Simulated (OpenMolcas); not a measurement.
Run report: SiH4O, excited-state calculation (part 2 of 2)

The same run, continued: SiH4O; RASSCF/ANO-RCC-VDZP, DKH2 (OpenMolcas 26.06). The geometry comes from this level: PBE0-D4/def2-TZVP.

Geometry of the input (Å):
```
O  0.6367  -1.0303  0.4190
Si -0.0357  0.3465  -0.1870
H  0.0691  -1.6292  0.9047
H  -1.1283  0.0457  -1.1528
H  1.0605  1.0649  -0.8756
H  -0.6023  1.2024  0.8917
```

### Log, continued
```
      ************************************************************************************************************************
                                                      Wave function printout:
                       occupation of active orbitals, and spin coupling of open shells (u,d: Spin up or down)
      ************************************************************************************************************************

      Note: transformation to natural orbitals
      has been made, which may change the order of the CSFs.

      printout of CI-coefficients larger than  0.05 for root  1
      energy=    -366.873956
      conf/sym  111111     Coeff  Weight
             1  220000  -0.98514 0.97050
             7  2u0d00   0.08201 0.00673
             8  2u00d0   0.05445 0.00297
            31  200200   0.06694 0.00448
            45  020020   0.05111 0.00261

      printout of CI-coefficients larger than  0.05 for root  2
      energy=    -366.596664
      conf/sym  111111     Coeff  Weight
             2  2ud000   0.98200 0.96432
            13  20ud00   0.10224 0.01045
            16  udud00   0.07074 0.00500

      Natural orbitals and occupation numbers for root  1
      sym 1:   1.984283   1.975198   0.000176   0.019909   0.013498   0.006936

      Natural orbitals and occupation numbers for root  2
      sym 1:   1.968497   1.003572   0.996679   0.021213   0.002779   0.007261

      ************************************************************************************************************************
      *                                                    Final results                                                     *
      ************************************************************************************************************************

++    Final optimization conditions:
      ------------------------------

      Average CI energy                            -366.73531002
      RASSCF energy for state  2                   -366.59666405
      Super-CI energy                                -0.00000008
      RASSCF energy change                           -0.00000018
      Max change in MO coefficients               1.500E-03
      Max non-diagonal density matrix element    -1.527E-03
      Maximum BLB matrix element                  1.478E-04
      (orbital pair  11,  22 in symmetry   1)
      Norm of electronic gradient            1.708E-01
--

      Final state energy(ies):
      ------------------------

::    RASSCF root number  1 Total energy:   -366.87395599
::    RASSCF root number  2 Total energy:   -366.59666405

++    Molecular orbitals:
      -------------------

      Pseudonatural active orbitals and approximate occupation numbers

      MOLECULAR ORBITALS FOR SYMMETRY SPECIES 1: a

      INDEX  ENERGY  OCCUPATION COEFFICIENTS ...
          1  -68.9899    2.0000
                15 SI2    1s     ( 1.0000)
          2  -20.6709    2.0000
                 1 O1     1s     ( 1.0001)
          3   -6.2010    2.0000
                16 SI2    2s     ( 0.9990)
          4   -4.2809    2.0000
                19 SI2    2px    (-0.4350)  22 SI2    2py    ( 0.8097)  25 SI2    2pz    (-0.3934)
          5   -4.2788    2.0000
                19 SI2    2px    ( 0.5423)  22 SI2    2py    ( 0.5843)  25 SI2    2pz    ( 0.6031)
          6   -4.2786    2.0000
                19 SI2    2px    ( 0.7183)  25 SI2    2pz    (-0.6933)
          7   -1.4294    2.0000
                 2 O1     2s     ( 0.8125)  33 H3     1s     ( 0.2347)
          8   -0.8228    2.0000
                 4 O1     2px    ( 0.1113)   6 O1     2py    ( 0.5482)   8 O1     2pz    (-0.3048)  17 SI2    3s     ( 0.2442)
                20 SI2    3px    ( 0.1195)  33 H3     1s     (-0.3802)  43 H5     1s     ( 0.1406)  48 H6     1s     ( 0.1016)

          9   -0.6846    2.0000
                 2 O1     2s     (-0.3470)   4 O1     2px    (-0.6717)   6 O1     2py    ( 0.1495)   8 O1     2pz    ( 0.2065)
                17 SI2    3s     ( 0.2030)  26 SI2    3pz    ( 0.1099)  33 H3     1s     ( 0.2093)  43 H5     1s     ( 0.1263)
                48 H6     1s     ( 0.2470)
         10   -0.6121    2.0000
                 4 O1     2px    ( 0.4208)   6 O1     2py    (-0.3403)   8 O1     2pz    ( 0.1164)  17 SI2    3s     ( 0.2896)
                23 SI2    3py    ( 0.3120)  43 H5     1s     ( 0.3171)  48 H6     1s     ( 0.2804)
         11   -0.5016    2.0000
                 4 O1     2px    (-0.2093)  20 SI2    3px    ( 0.3184)  26 SI2    3pz    (-0.3214)  43 H5     1s     ( 0.4480)
                48 H6     1s     (-0.4126)
         12   -0.5656    1.9718
                 6 O1     2py    ( 0.1597)   8 O1     2pz    ( 0.2038)  17 SI2    3s     (-0.2246)  20 SI2    3px    ( 0.2738)
                23 SI2    3py    ( 0.1244)  26 SI2    3pz    ( 0.2421)  38 H4     1s     (-0.5533)
         13   -0.4455    1.4812
                 4 O1     2px    (-0.2613)   6 O1     2py    (-0.4099)   8 O1     2pz    (-0.7691)  38 H4     1s     (-0.2282)
                48 H6     1s     ( 0.1398)
         14    0.0365    0.5001
                 2 O1     2s     (-0.7150)   3 O1     3s     (-0.1814)   4 O1     2px    ( 0.2744)   6 O1     2py    ( 0.2111)
                 7 O1     3py    ( 0.1492)   8 O1     2pz    (-0.1906)  17 SI2    3s     (-0.1850)  23 SI2    3py    (-0.3257)
                26 SI2    3pz    ( 0.1762)  33 H3     1s     ( 1.0407)  34 H3     2s     ( 0.7301)
         15    0.4784    0.0259
                 4 O1     2px    (-0.1274)   5 O1     3px    ( 0.1501)   7 O1     3py    ( 0.2788)   8 O1     2pz    (-0.2578)
                 9 O1     3pz    ( 0.4746)  17 SI2    3s     (-0.5003)  20 SI2    3px    ( 0.3781)  23 SI2    3py    ( 0.2246)
                26 SI2    3pz    ( 0.4136)  29 SI2    3d1-   (-0.1552)  38 H4     1s     ( 0.8302)
         16    0.6505    0.0143
                 5 O1     3px    ( 0.1613)   7 O1     3py    ( 0.2475)   9 O1     3pz    ( 0.4960)  16 SI2    2s     ( 0.1510)
                17 SI2    3s     ( 0.8804)  20 SI2    3px    (-0.6402)  23 SI2    3py    (-0.1885)  26 SI2    3pz    (-0.5170)
                30 SI2    3d0    ( 0.1050)  31 SI2    3d1+   ( 0.2909)  32 SI2    3d2+   ( 0.1968)  38 H4     1s     (-1.0519)
                39 H4     2s     ( 0.2571)  43 H5     1s     (-0.1463)  48 H6     1s     (-0.2860)
         17    0.6424    0.0068
                 2 O1     2s     ( 0.1764)   4 O1     2px    ( 0.1206)   5 O1     3px    ( 0.1865)   7 O1     3py    ( 0.2205)
                 8 O1     2pz    ( 0.1618)   9 O1     3pz    ( 0.3511)  17 SI2    3s     ( 0.1308)  21 SI2    4px    (-0.1110)
                23 SI2    3py    (-0.1332)  24 SI2    4py    ( 0.1337)  28 SI2    3d2-   ( 0.2808)  29 SI2    3d1-   ( 0.2638)
                32 SI2    3d2+   (-0.1756)  33 H3     1s     (-0.2078)  34 H3     2s     (-0.1574)  40 H4     2px    ( 0.2162)
                41 H4     2py    (-0.6685)
         18    0.1291    0.0000
                 2 O1     2s     ( 0.2180)  16 SI2    2s     (-0.4412)  17 SI2    3s     (-1.8929)  18 SI2    4s     (-0.7426)
                20 SI2    3px    (-0.3321)  23 SI2    3py    (-0.5191)  33 H3     1s     (-0.3112)  34 H3     2s     (-0.1924)
                38 H4     1s     ( 0.2575)  39 H4     2s     ( 0.4071)  43 H5     1s     ( 1.0535)  44 H5     2s     ( 0.9225)
                48 H6     1s     ( 0.8202)  49 H6     2s     ( 0.7553)
--

      Von Neumann Entropy (Root   1) =  0.17346

      Mulliken population analysis for root number:  1
      -----------------------------------------------

++    Molecular charges:
      ------------------

      Mulliken charges per centre and basis function type
      ---------------------------------------------------

                O1      SI2     H3      H4      H5      H6
      1s       2.0001  2.0000  0.7346  1.0876  1.0747  1.0804
      2s       1.7212  1.9950  0.0270  0.0052  0.0069  0.0042
      2px      1.6849  1.9995  0.0403  0.0107  0.0118  0.0049
      2pz      1.6720  1.9995  0.0429  0.0091  0.0061  0.0108
      2py      1.5007  1.9999  0.0408  0.0056  0.0049  0.0069
      3s      -0.0084  0.8328  0.0000  0.0000  0.0000  0.0000
      3px     -0.0103  0.7229  0.0000  0.0000  0.0000  0.0000
      3pz      0.0066  0.7062  0.0000  0.0000  0.0000  0.0000
      3py     -0.0062  0.4565  0.0000  0.0000  0.0000  0.0000
      4s       0.0000  0.0010  0.0000  0.0000  0.0000  0.0000
      3d2+     0.0027  0.0779  0.0000  0.0000  0.0000  0.0000
      3d1+     0.0044  0.1452  0.0000  0.0000  0.0000  0.0000
      3d0      0.0015  0.0389  0.0000  0.0000  0.0000  0.0000
      3d1-     0.0023  0.1172  0.0000  0.0000  0.0000  0.0000
      3d2-     0.0062  0.0969  0.0000  0.0000  0.0000  0.0000
      4px      0.0000 -0.0025  0.0000  0.0000  0.0000  0.0000
      4pz      0.0000 -0.0013  0.0000  0.0000  0.0000  0.0000
      4py      0.0000  0.0214  0.0000  0.0000  0.0000  0.0000
      Total    8.5778 13.2068  0.8856  1.1182  1.1044  1.1072

      N-E     -0.5778  0.7932  0.1144 -0.1182 -0.1044 -0.1072

      Total electronic charge=   26.000000

      Total            charge=   -0.000000
--

      Expectation values of various properties for root number:  1
      -----------------------------------------------------------

++    Molecular properties:
      ---------------------

      Charge (e):
                      =   -0.0000
      Dipole Moment (debye):
      Origin of the operator (angstrom)=    0.1787   -0.1270    0.0258
                   X= -1.7331E+00               Y= -1.5840E-01               Z=  5.4222E-01           Total=  1.8228E+00
      Quadrupole Moment (debye*angstrom):
      Origin of the operator (angstrom)=    0.1787   -0.1270    0.0258
                  XX= -2.2133E+01              XY=  2.1367E+00              XZ= -1.2661E+00              YY= -1.9044E+01
                  YZ= -2.1651E+00              ZZ= -2.0520E+01
      In traceless form (debye*angstrom)
                  XX= -2.3515E+00              XY=  3.2050E+00              XZ= -1.8991E+00              YY=  2.2833E+00
                  YZ= -3.2477E+00              ZZ=  6.8265E-02
--

      LoProp population analysis for root number:  1
      -----------------------------------------------

++    LoProp analysis:
      ----------------

++    Static properties:
      ------------------

      LoProp Charges per center

                   O1       SI2      H3       H4       H5       H6
      Nuclear      8.0000  14.0000   1.0000   1.0000   1.0000   1.0000
      Electronic  -8.8782 -13.1146  -0.5900  -1.1524  -1.1228  -1.1421

      Total       -0.8782   0.8854   0.4100  -0.1524  -0.1228  -0.1421
--

      Natural Bond Order analysis for root number:  1

++    Natural Bond Order analysis
      ---------------------------
      Based on LoProp computed density
      -------------------------------------------------------------------------------------
      Atom A       Atom B       Bond Order
      -------------------------------------------------------------------------------------
      NBO located      0.999 non-bonded electrons on atom O1
      NBO located      1.002 non-bonded electrons on atom SI2
      NBO located      0.998 non-bonded electrons on atom SI2
      NBO located      1.000 non-bonded electrons on atom SI2
      NBO located      1.000 non-bonded electrons on atom SI2
      NBO located      1.000 non-bonded electrons on atom SI2
      The remaining    8.812 electrons are to be considered as diffuse
--

--

      Von Neumann Entropy (Root   2) =  1.13466

      Mulliken population analysis for root number:  2
      -----------------------------------------------

++    Molecular charges:
      ------------------

      Mulliken charges per centre and basis function type
      ---------------------------------------------------

                O1      SI2     H3      H4      H5      H6
      1s       2.0001  2.0000  1.1827  0.9977  1.0757  1.0485
      2s       1.7324  1.9948  0.4930  0.0065  0.0201  0.0032
      2px      1.6424  1.9995  0.0376  0.0122  0.0133  0.0052
      2pz      1.1233  1.9995  0.0230  0.0093  0.0063  0.0131
      2py      1.3448  1.9999  0.0347  0.0093  0.0061  0.0092
      3s      -0.1104  0.8192  0.0000  0.0000  0.0000  0.0000
      3px     -0.0249  0.7316  0.0000  0.0000  0.0000  0.0000
      3pz     -0.0164  0.7541  0.0000  0.0000  0.0000  0.0000
      3py     -0.0407  0.5953  0.0000  0.0000  0.0000  0.0000
      4s       0.0000 -0.0214  0.0000  0.0000  0.0000  0.0000
      3d2+     0.0025  0.0539  0.0000  0.0000  0.0000  0.0000
      3d1+     0.0035  0.1079  0.0000  0.0000  0.0000  0.0000
      3d0      0.0015  0.0238  0.0000  0.0000  0.0000  0.0000
      3d1-     0.0019  0.1026  0.0000  0.0000  0.0000  0.0000
      3d2-     0.0059  0.1103  0.0000  0.0000  0.0000  0.0000
      4px      0.0000 -0.0026  0.0000  0.0000  0.0000  0.0000
      4pz      0.0000  0.0111  0.0000  0.0000  0.0000  0.0000
      4py      0.0000  0.0482  0.0000  0.0000  0.0000  0.0000
      Total    7.6657 13.3277  1.7710  1.0349  1.1215  1.0792

      N-E      0.3343  0.6723 -0.7710 -0.0349 -0.1215 -0.0792

      Total electronic charge=   26.000000

      Total            charge=   -0.000000
--

      Expectation values of various properties for root number:  2
      -----------------------------------------------------------

++    Molecular properties:
      ---------------------

      Charge (e):
                      =   -0.0000
      Dipole Moment (debye):
      Origin of the operator (angstrom)=    0.1787   -0.1270    0.0258
                   X=  3.0094E-01               Y=  2.5428E+00               Z= -1.7585E+00           Total=  3.1063E+00
      Quadrupole Moment (debye*angstrom):
      Origin of the operator (angstrom)=    0.1787   -0.1270    0.0258
                  XX= -2.6764E+01              XY= -1.1819E+00              XZ=  1.4705E+00              YY= -3.0520E+01
                  YZ=  2.9235E+00              ZZ= -2.7233E+01
      In traceless form (debye*angstrom)
                  XX=  2.1124E+00              XY= -1.7728E+00              XZ=  2.2057E+00              YY= -3.5219E+00
                  YZ=  4.3853E+00              ZZ=  1.4095E+00
--

      LoProp population analysis for root number:  2
      -----------------------------------------------

++    LoProp analysis:
      ----------------

++    Static properties:
      ------------------

      LoProp Charges per center

                   O1       SI2      H3       H4       H5       H6
      Nuclear      8.0000  14.0000   1.0000   1.0000   1.0000   1.0000
      Electronic  -8.1953 -13.4371  -1.0678  -1.0603  -1.1364  -1.1031

      Total       -0.1953   0.5629  -0.0678  -0.0603  -0.1364  -0.1031
--

      Natural Bond Order analysis for root number:  2

++    Natural Bond Order analysis
      ---------------------------
      Based on LoProp computed density
      -------------------------------------------------------------------------------------
      Atom A       Atom B       Bond Order
      -------------------------------------------------------------------------------------
      NBO located      0.995 non-bonded electrons on atom O1
      NBO located      0.998 non-bonded electrons on atom SI2
      NBO located      0.999 non-bonded electrons on atom SI2
      NBO located      0.999 non-bonded electrons on atom SI2
      NBO located      1.000 non-bonded electrons on atom SI2
      NBO located      1.000 non-bonded electrons on atom SI2
      The remaining    7.962 electrons are to be considered as diffuse
--

--

      Average orbitals are written to the RASORB file
      Natural orbitals for root   1 are written to the RASORB.1 file
      Natural orbitals for root   2 are written to the RASORB.2 file
      Spin density orbitals for root   1 are written to the SPDORB.1 file
      Spin density orbitals for root   2 are written to the SPDORB.2 file

--- Stop Module: rasscf /rc=_RC_ALL_IS_WELL_ ---
           step3.SpdOrb.1 step3.SpdOrb.2 xmldump
--- Module rasscf spent 10 seconds ---

.##################.
.# Happy landing! #.
.##################.

    Timing: Wall=16.96 User=13.97 System=2.80
```

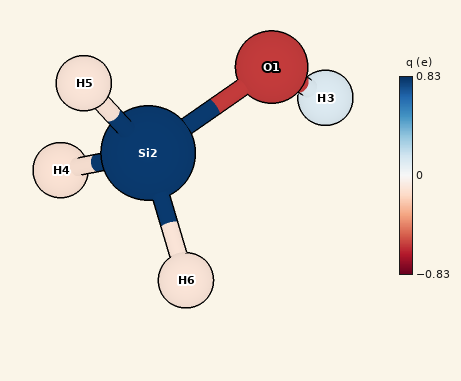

*Mulliken charges, as the colour of each atom (ball-and-stick view, seen at a tilt; atoms are numbered from 1 in the order of the input).*

By element: O −0.58, Si +0.79 and H −0.12 to +0.11 e.

### Key numbers

- outcome: converged
- total energy: −366.873956 hartree
- CASSCF energy: −366.873956 hartree
- basis functions: 52
- dipole moment: 1.82 debye
- wall time: 17 s
- peak memory: 0.39 GiB
